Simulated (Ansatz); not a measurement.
# AlBPH (triplet): trial inputs and their diagnosis

3 inputs are run for AlBPH (triplet) as typed; the log has to tell whether the result can be used and what must change.

The runs use Ansatz 0.2.0, Gaussian basis; the settings change from run to run.

### 1 The geometry

The geometry is a PBE0/def2-TZVP stationary point (not a proven minimum) of the parent state, kept for this charge and spin.

4 atoms, charge 0, spin multiplicity 3.

Atoms are counted from 1 here; the program's logs count them from 0.

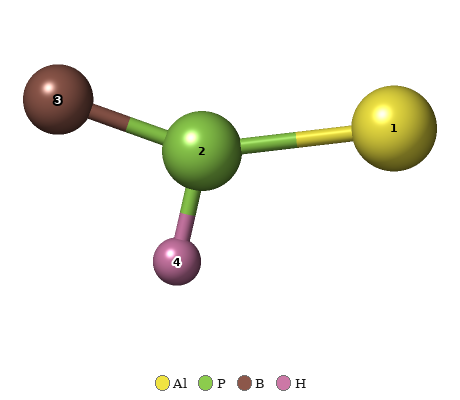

The structure; aluminium yellow, phosphorus green, boron brown, hydrogen pink; atoms are numbered from 1 in the order of the file.

As a file:

```xyz
4

Al    0.0000   -0.0953    1.7498
P     0.0000    0.1896   -0.6432
B     0.0000   -0.4517   -2.4352
H     0.0000    1.5713   -0.9570
```

### 2 Try 1

The input, in.yaml:

```yaml
crystal:
  periodic: [false, false, false]
  atoms:
    - {symbol: Al, position_ang: [0.000000, -0.095312, 1.749815]}
    - {symbol: P, position_ang: [0.000000, 0.189551, -0.643168]}
    - {symbol: B, position_ang: [0.000000, -0.451689, -2.435182]}
    - {symbol: H, position_ang: [0.000000, 1.571307, -0.957031]}
basis:
  gaussian: {orbitals: cc-pVDZ, fitting: {mean_field: def2-universal-jkfit}}
magnetization: {spin_polarized: false, initial_magnetization: 2}
hamiltonian: {xc: r2scan}
correlation: {method: sc_nevpt2, electrons: valence, active_space: {window: {electrons: 4, orbitals: 4}}}
```

Command:

```
$ ansatz run in.yaml --threads 1 --pin off --events-out ev --progress --plain --max-ram 2393MiB
```

Standard output:

```text
Error: invalid value for `correlation.active_space`: it starts from restricted Hartree–Fock orbitals; set hamiltonian.xc: hf without magnetization.spin_polarized
```

It took 0.03 s on 1 thread of Intel Xeon at 2.50GHz, shared host.

**Diagnosis.** The run was refused. An active space is asked on a functional's orbitals. Cure: start from Hartree-Fock.

### 3 Try 2

The input, in.yaml:

```yaml
crystal:
  periodic: [false, false, false]
  atoms:
    - {symbol: Al, position_ang: [0.000000, -0.095312, 1.749815]}
    - {symbol: P, position_ang: [0.000000, 0.189551, -0.643168]}
    - {symbol: B, position_ang: [0.000000, -0.451689, -2.435182]}
    - {symbol: H, position_ang: [0.000000, 1.571307, -0.957031]}
basis:
  gaussian: {orbitals: cc-pVDZ}
magnetization: {spin_polarized: true, initial_magnetization: 3}
hamiltonian: {xc: hf}
scf: {lower_state_search: full}
output: {orbitals: {seedname: orbitals}}
```

Same command.

Standard output:

```text
Error: a molecule whose nuclei and cores have a total charge of 34 cannot have a net charge of 0 together with 3 unpaired electrons
```

It took 0.03 s on 1 thread of Intel Xeon at 2.50GHz, shared host.

Diagnosis: The run was refused. The number of unpaired electrons doesn't fit the electron count. Cure: make charge and initial_magnetization agree.

### 4 Try 3

The input, in.yaml:

```yaml
crystal:
  periodic: [false, false, false]
  atoms:
    - {symbol: Al, position_ang: [0.000000, -0.095312, 1.749815]}
    - {symbol: P, position_ang: [0.000000, 0.189551, -0.643168]}
    - {symbol: B, position_ang: [0.000000, -0.451689, -2.435182]}
    - {symbol: H, position_ang: [0.000000, 1.571307, -0.957031]}
basis:
  gaussian: {orbitals: 6-31G}
magnetization: {spin_polarized: false, initial_magnetization: 2}
correlation: {active_space: {ras: {orbitals: [16, 2, 19], electrons: 34, max_holes: 2, max_particles: 2}, fixed_orbitals: true}}
multiplicity: 3
output: {forces: true}
```

Same command.

Standard output:

```text
Error: YAML parse error: error: line 12 column 1: unknown field `multiplicity`, expected one of crystal, accuracy, basis, kpoints, hamiltonian, magnetization, projection, total_charge, correlation, batch, efield, external_charges, scf, relax, neb, saddle, md, ramp, phonons, dielectric, real_time, elastic, magnetic_configurations, gw, evaluate, workflow, output, checkpoint, execution
  --> <input>:12:1
   |
10 | magnetization: {spin_polarized: false, initial_magnetization: 2}
11 | correlation: {active_space: {ras: {orbitals: [16, 2, 19], electro…
12 | multiplicity: 3
   | ^ unknown field `multiplicity`, expected one of crystal, accuracy, basis, kpoints, hamiltonian, magnetization, projection, total_charge, correlation, batch, efield, external_charges, scf, relax, neb, saddle, md, ramp, phonons, dielectric, real_time, elastic, magnetic_configurations, gw, evaluate, workflow, output, checkpoint, execution
13 | output: {forces: true}
   |
```

Run time: 0.03 s. Hardware: 1 thread of Intel Xeon at 2.50GHz, shared host.

**Diagnosis.** The run was refused. The input holds a key that the program doesn't read here. To mend it, remove it or spell it as the reference does.

### 5 How the runs ended

```
try                level    ended                                                            cause    time
  1  NEVPT2(4,4)/cc-pVDZ  refused              an active space is asked on a functional's orbitals  0.03 s
  2           HF/cc-pVDZ  refused  the number of unpaired electrons doesn't fit the electron count  0.03 s
  3           CISD/6-31G  refused         the input holds a key that the program doesn't read here  0.03 s
```

3 refused.
